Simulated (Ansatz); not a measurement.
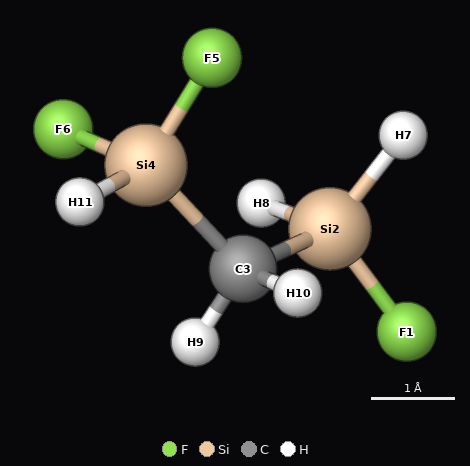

Fig. 1: The structure as given in the input (ball-and-stick view, seen at a tilt; atoms are numbered from 1 in the order of the input).

## Two runs on CH$_{5}$F$_{3}$Si$_{2}$

System: CH$_{5}$F$_{3}$Si$_{2}$.
Method of run A: RKS PBE0-D4/def2-TZVPP (Ansatz 0.2.0).

The geometry comes from this level: PBE0-D4/def2-TZVP. Text and figures count atoms from 1; the logs count them from 0 in places.

## Input, run A
```yaml
crystal:
  periodic: [false, false, false]
  atoms:
    - {symbol: F, position_ang: [-0.349939, 2.047160, -2.031970]}
    - {symbol: Si, position_ang: [0.147928, 1.453487, -0.629512]}
    - {symbol: C, position_ang: [-0.367466, -0.334147, -0.539998]}
    - {symbol: Si, position_ang: [0.080158, -1.270627, 0.980221]}
    - {symbol: F, position_ang: [1.657419, -1.245243, 1.175421]}
    - {symbol: F, position_ang: [-0.557656, -0.558994, 2.250338]}
    - {symbol: H, position_ang: [1.622194, 1.585816, -0.584848]}
    - {symbol: H, position_ang: [-0.491144, 2.246907, 0.445244]}
    - {symbol: H, position_ang: [-1.457307, -0.383099, -0.653812]}
    - {symbol: H, position_ang: [0.069536, -0.860416, -1.397419]}
    - {symbol: H, position_ang: [-0.353723, -2.680853, 0.986335]}
basis:
  gaussian: {orbitals: def2-TZVPP}
hamiltonian: {xc: pbe0, dispersion: d4}
output: {orbitals: {seedname: orbitals}}
```

Hardware: 4 CPU threads, shared host.

## Output (run A)
```
Functional definition: PBE0
  parameter a = 0.25
  parameter kappa = 0.804
  parameter beta = 0.06672455060314922
  exchange = (1 - a)*pbe_x(kappa = kappa, mu = beta*pi^2/3) + a*exact_x
  correlation = pbe_c(beta = beta)
1525 factors; their error is unknown
mean field evaluation 1: about -25011.5553 eV, gradient 6.7e1 eV
mean field evaluation 2: about -25007.0046 eV, gradient 8.4e1 eV
mean field evaluation 4: about -25019.0972 eV, gradient 3.7e0 eV
mean field evaluation 8: about -25019.1262 eV, gradient 4.5e-2 eV
mean field evaluation 16: about -25019.1871 eV, gradient 2.5e-5 eV
mean field -25019.18714988 eV, -919.4381691440 hartree, gradient 2.5e-5 eV, S^2 0.000000; 0 other end points of the search recorded, 0 dependent functions left out
reference -25019.18718147 eV, -919.4381703050 hartree; 33, 33 occupied and 245, 245 virtual orbitals, 1525 factors
Total energy: -25019.39889395 eV, -919.4459505949 hartree
```

The input of run B differs as follows (lines with − go, lines with + come):
```diff
-  gaussian: {orbitals: def2-TZVPP}
+  gaussian: {orbitals: "def2-QZVPP.json"}
```

Predict how the results change.

The total energy of run B is 25.0 kcal/mol lower, which measures the change of basis and not a stability. The LUMO goes from −0.01 to −0.16 eV. The basis functions go from 278 to 518.

## Output (run B)
```
Functional definition: PBE0
  parameter a = 0.25
  parameter kappa = 0.804
  parameter beta = 0.06672455060314922
  exchange = (1 - a)*pbe_x(kappa = kappa, mu = beta*pi^2/3) + a*exact_x
  correlation = pbe_c(beta = beta)
1804 factors; their error is unknown
mean field evaluation 1: about -25012.1145 eV, gradient 6.9e1 eV
mean field evaluation 2: about -25007.2710 eV, gradient 8.7e1 eV
mean field evaluation 4: about -25020.2202 eV, gradient 4.1e0 eV
mean field evaluation 8: about -25020.2528 eV, gradient 5.5e-2 eV
mean field -25020.26937113 eV, -919.4779400412 hartree, gradient 8.4e-5 eV, S^2 0.000000; 0 other end points of the search recorded, 0 dependent functions left out
reference -25020.26940959 eV, -919.4779414548 hartree; 33, 33 occupied and 485, 485 virtual orbitals, 1804 factors
Total energy: -25020.48112207 eV, -919.4857217448 hartree
```

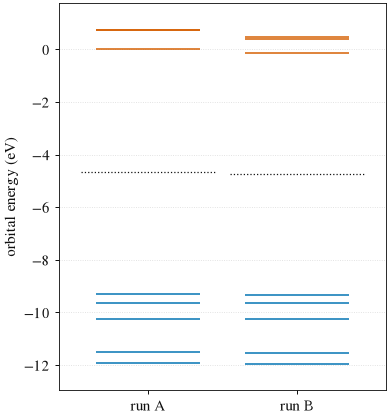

Fig. 2: The five highest filled and three lowest empty orbital energies of the two runs; the dotted lines part filled from empty levels. The HOMO–LUMO gap is 9.31 eV in run A and 9.17 eV in run B.

## The two runs side by side

```tsv
quantity	run A	run B
outcome	converged	converged
total energy (hartree)	−919.445951	−919.485722
HOMO (eV)	−9.31	−9.33
LUMO (eV)	−0.01	−0.16
basis functions	278	518
wall time (shared host)	2.8 s	7.5 s
```
